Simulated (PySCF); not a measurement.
**CoH₂⁺: one geometry, many levels of theory**

How much do the numbers for CoH₂⁺ (triplet) hang on the method? All levels run at one geometry, the PBE0 minimum.

Method: several methods, basis Co def2-TZVP, H def2-TZVP, no relativity, density fitting; program: PySCF 2.14.0.

## Step 1: Where the work starts

3 atoms, charge 1, spin multiplicity 3.

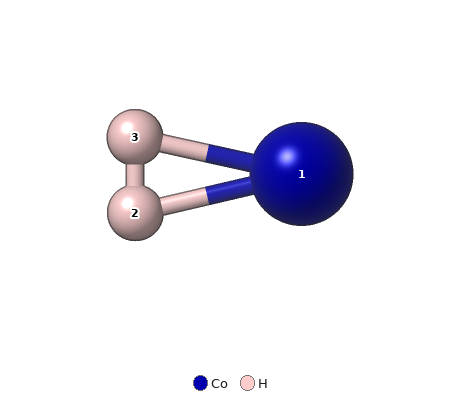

The starting geometry (cobalt blue, hydrogen pink); atoms are numbered from 1 in the order of the file.

Coordinates in bohr (charge 1 multiplicity 3):
```
Co    0.0000   -0.1095    0.0000
H     0.0000    3.2009    0.7504
H     0.0000    3.2009   -0.7504
```

## Step 2: PBE0

The steps are one call of a driver around PySCF; scf.py gives each level's set-up. Each SCF starts from the density of the minimum. The driver also runs the species with one electron less or more at the same geometry (one less: multiplicity 4, one more: multiplicity 4); their logs are not shown.

The input, scf.py:

```python
from pyscf import gto, scf, dft
mol = gto.M(atom='''
Co    -0.000000    -0.057933    -0.000000
H      0.000000     1.693842     0.397093
H      0.000000     1.693843    -0.397087''',
    basis={'Co': 'def2-TZVP', 'H': 'def2-TZVP'},
    charge=1, spin=2)
mf = dft.UKS(mol, xc='PBE0')
mf.grids.atom_grid = (99, 590)
aux = {'Co': 'def2-universal-JKFIT', 'H': 'def2-universal-JKFIT'}
mf = mf.density_fit(auxbasis=aux)
mf.kernel()
```

## Step 3: HF

Changes to scf.py since step 2:

```diff
@@ -8,2 +8 @@
-mf = dft.UKS(mol, xc='PBE0')
-mf.grids.atom_grid = (99, 590)
+mf = scf.UHF(mol)
```

## Step 4: PBE

Changes to scf.py since step 3:

```diff
@@ -8 +8,2 @@
-mf = scf.UHF(mol)
+mf = dft.UKS(mol, xc='PBE')
+mf.grids.atom_grid = (99, 590)
```

## Step 5: CCSD(T)

Changes to scf.py since step 4:

```diff
@@ -8,2 +8 @@
-mf = dft.UKS(mol, xc='PBE')
-mf.grids.atom_grid = (99, 590)
+mf = scf.UHF(mol)
@@ -12,0 +12,3 @@
+from pyscf import cc
+mycc = cc.CCSD(mf, frozen=5).run()
+mycc.ccsd_t()
```

## Step 6: r2SCAN

Changes to scf.py since step 5:

```diff
@@ -8 +8,2 @@
-mf = scf.UHF(mol)
+mf = dft.UKS(mol, xc='R2SCAN')
+mf.grids.atom_grid = (99, 590)
@@ -12,3 +12,0 @@
-from pyscf import cc
-mycc = cc.CCSD(mf, frozen=5).run()
-mycc.ccsd_t()
```

## Step 7: B3LYP

Changes to scf.py since step 6:

```diff
@@ -8 +8 @@
-mf = dft.UKS(mol, xc='R2SCAN')
+mf = dft.UKS(mol, xc='B3LYP')
```

## Step 8: TPSSh

Changes to scf.py since step 7:

```diff
@@ -8 +8 @@
-mf = dft.UKS(mol, xc='B3LYP')
+mf = dft.UKS(mol, xc='TPSSH')
```

## Step 9: r2SCANh

Changes to scf.py since step 8:

```diff
@@ -8 +8 @@
-mf = dft.UKS(mol, xc='TPSSH')
+mf = dft.UKS(mol, xc='HYB_MGGA_XC_R2SCANH')
```

## Step 10: M06-2X

Changes to scf.py since step 9:

```diff
@@ -8 +8 @@
-mf = dft.UKS(mol, xc='HYB_MGGA_XC_R2SCANH')
+mf = dft.UKS(mol, xc='M062X')
```

(Steps that only read results are left out.)

**Question.** What will these runs give? Wanted: vertical ionisation energy, CCSD(T); vertical electron affinity, CCSD(T); orbital gap, range; T1, D1; T1, D1 of the species with one electron less; T1, D1 of the species with one electron more.

As calculated:

| quantity | value |
| --- | --- |
| vertical ionisation energy, CCSD(T) | 15.85 eV |
| vertical electron affinity, CCSD(T) | 6.40 eV |
| orbital gap, range | 0.96 (PBE) to 12.63 (HF) eV |
| T1, D1 | 0.026, 0.109 |
| T1, D1 of the species with one electron less | 0.013, 0.047 |
| T1, D1 of the species with one electron more | 0.029, 0.102 |

In words: Against CCSD(T), the vertical ionisation energy is best met by M06-2X (+0.29 eV) and worst by HF (-2.30 eV). CCSD(T) took 64 s, about 4 times as long as M06-2X (17 s), which misses it by 0.29 eV. For the vertical electron affinity, M06-2X comes nearest to CCSD(T) (+0.01 eV) and HF is farthest (-0.81 eV). The PBE orbital energy is a poor guide to ionisation (11.7 eV, 4.2 eV too small); the difference of PBE energies gives 17.1 eV. Other spin states or occupations of the open shell can lie lower.
